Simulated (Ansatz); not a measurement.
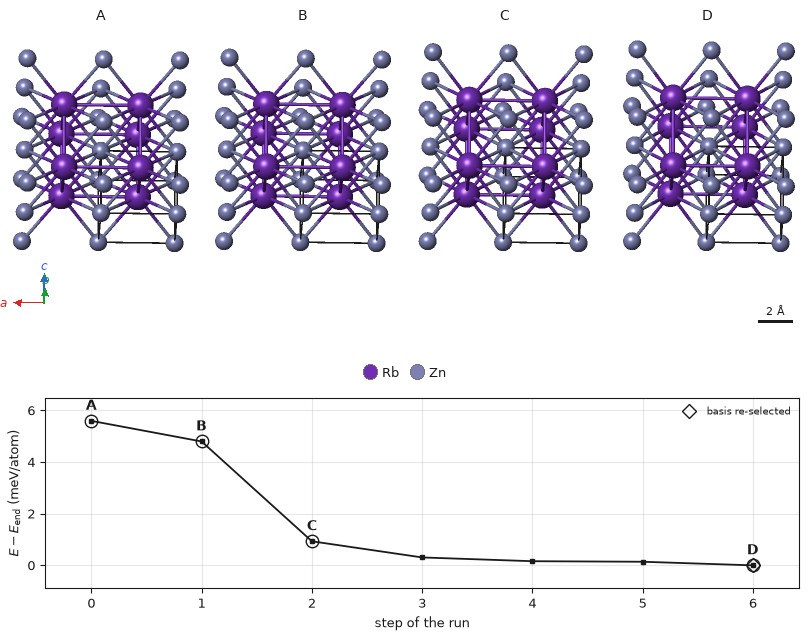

Frames of a relaxation of a crystal of RbZn (built on the CuAu (L1_0)_123 type), marked on the history of the run. The picture is a ball-and-stick view of the cell of the calculation, repeated 2 × 2 × 2 with one cell outlined, seen from a free direction.

Case: CuAu (L1_0) type (P4/mmm, No. 123).

Computed with Ansatz, DFT PBE, scalar-relativistic, plane waves, PAW.

The input:
```yaml
crystal:
  lattice:
    - [4.5730570345, 0.0, 0.0]
    - [0.0, 4.5730570345, 0.0]
    - [0.0, 0.0, 4.0338681396]
  atoms:
    - { symbol: Rb, position: [0.5, 0.5, 0.5] }
    - { symbol: Zn, position: [0.0, 0.0, 0.0] }
basis:
  ecutwfc: 420
kpoints:
  mp_grid: { grid: [12, 12, 14] }
hamiltonian:
  xc: pbe
scf:
  occupations: { method: gaussian, width: 0.1 }
output:
  forces: true
  stress: true
  eigenvalues: true
relax:
  adjacent_minimum: "off"
  f_tol: 0.01
  max_steps: 80
  cell: { stress_tol: 0.05 }
```

Launched with:
```bash
ansatz run input.yaml --threads 1 --pin off --max-ram 2560MiB --backend cpu --events-out ev --progress --plain --runs-dir out
```

Q: Describe the path.

A: After 5 accepted moves (6 points after the start) the energy has fallen by 5.6 meV per atom. All forces vanish by symmetry, so only the cell relaxes. The pressure goes from 0.16 to 0.00 GPa. At 1 point the geometry stayed and the basis and grid were re-selected for the new cell (energy shift of 0.1 meV per atom at most each time). No atom moves by more than 0.005 Å relative to the cell. The drawn cell changes as follows: a = b 4.573 → 4.449 Å (−2.7 %), c 4.034 → 4.378 Å (+8.5 %); the volume changes by +2.7 %. Among the contacts that change: Rb1–Rb1 4.034 → 4.378 Å, Rb1–Rb1 (another image) 4.573 → 4.449 Å, Rb1–Zn2 3.811 → 3.832 Å. The space group stays P4/mmm (No. 123). From step 0 to 1: volume +0.4 %, energy −0.8 meV per atom. From step 1 to 2: volume +2.7 %, energy −3.9 meV per atom. From step 2 to 6: volume −0.4 %, energy −0.9 meV per atom.

```
step  E − E(0), meV/atom  pressure, GPa  volume, Å³/atom                      note
   0                0.00           0.16           42.180                          
   1               -0.80           0.13           42.357                          
   2               -4.66          -0.04           43.491                          
   3               -5.29           0.09           42.778                          
   4               -5.43           0.01           43.211                          
   5               -5.46           0.00           43.321                          
   6               -5.60           0.00           43.321  same geometry, new basis
```
